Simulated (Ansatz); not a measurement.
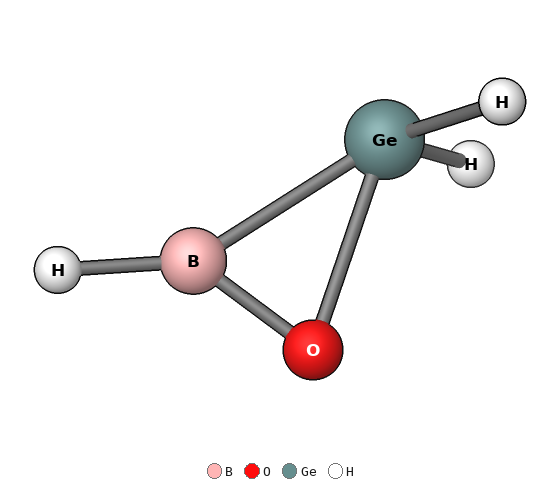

A ball-and-stick model of a molecule.

Computed geometry: PBE0-D4/def2-TZVP optimisation.

What does the picture show?

The molecule is BGeH₃O. As SMILES it reads `[BH]1[O][GeH2]1`. Among its groups: B–H bond. The point group is Cs.

More results for the same structure follow; atom numbers are the same in all pictures, views and colours differ.

## Levels of theory compared

Program: Ansatz 0.2.0.

At this fixed geometry, give dipole (D), HOMO energy (eV), vertical IP (eV) at these levels: B3LYP-D4/def2-TZVPP; PBE-D4/def2-TZVPP; r2SCAN-D4/def2-TZVPP; ωB97M-V/def2-TZVPP.

```csv
level,dipole (D),HOMO energy (eV),vertical IP (eV)
B3LYP-D4/def2-TZVPP,1.56,−6.86,9.37
PBE-D4/def2-TZVPP,1.32,−5.98,9.25
r2SCAN-D4/def2-TZVPP,1.36,−6.20,9.26
ωB97M-V/def2-TZVPP,1.60,−9.10,9.28
```

## Vibrations

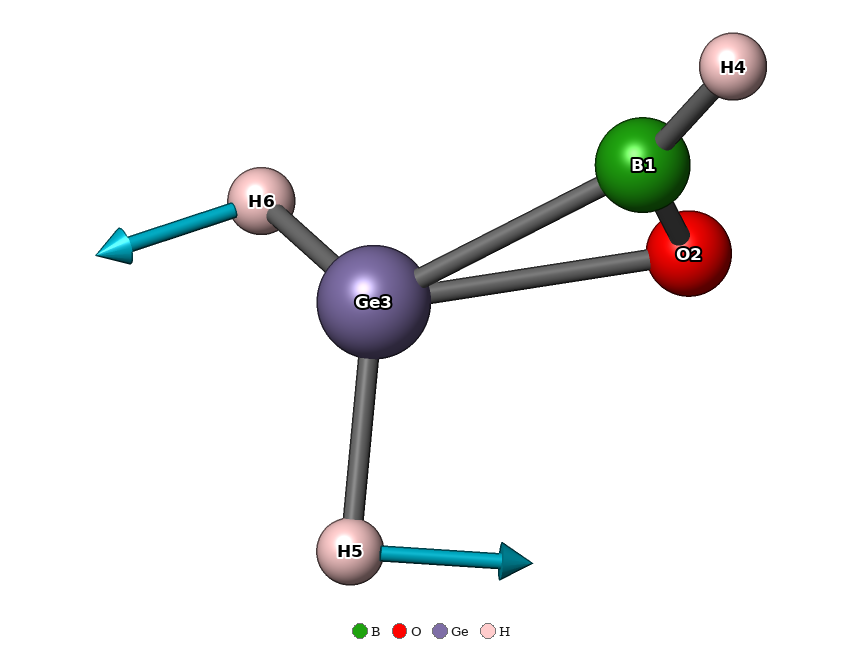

The arrows show one normal mode. Harmonic vibrations computed with RKS PBE0-D4/def2-TZVP (Ansatz 0.2.0) at a stationary point of the same level.

**What kind of motion is it?**

Mostly angle bending.

**At what wavenumber does it lie?**

574 cm⁻¹; it is mode 4 of 12 counted from the lowest.

## Charges

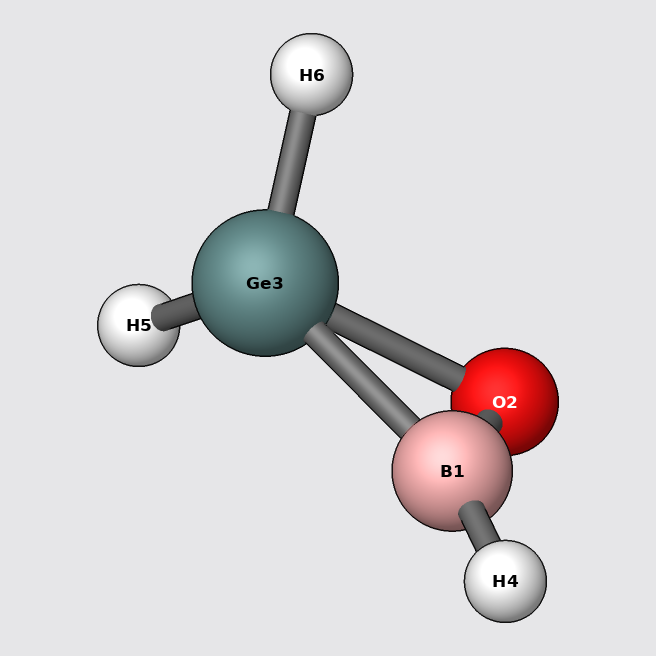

The questions are on Mulliken charges. Method: RKS PBE0-D4/def2-TZVP (Ansatz 0.2.0).

Give the Mulliken charges atom by atom.

```json
{"atom": "B1", "value (e)": "0.05"}
{"atom": "O2", "value (e)": "−0.27"}
{"atom": "Ge3", "value (e)": "0.13"}
{"atom": "H4", "value (e)": "0.05"}
{"atom": "H5", "value (e)": "0.02"}
{"atom": "H6", "value (e)": "0.02"}
```

Mulliken values depend strongly on the basis set and can even reverse the polarity of a bond.
